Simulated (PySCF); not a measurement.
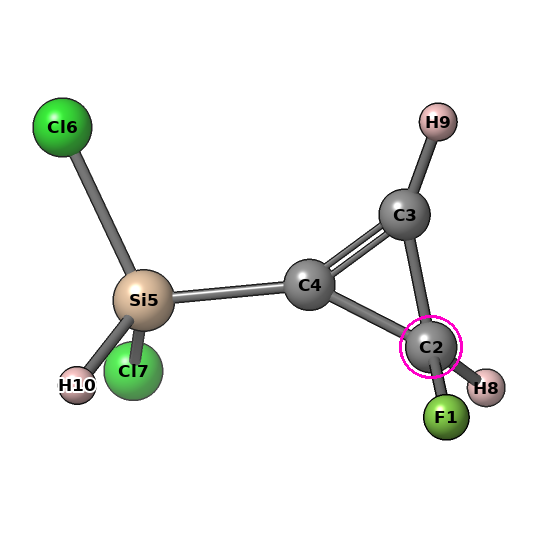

Distant atoms are faded towards the background colour. Circles mark the stereogenic atoms. The geometry was computed by an optimisation with PBE0-D3(BJ)/def2-SVP. No frequency run is at hand to confirm it as a minimum.

> What are the Cahn–Ingold–Prelog descriptors?

C2: R (priorities F1 > C4 > C3 > H8).

> Give a SMILES with the stereochemistry.

F[C@@H]1C=C1[SiH](Cl)Cl
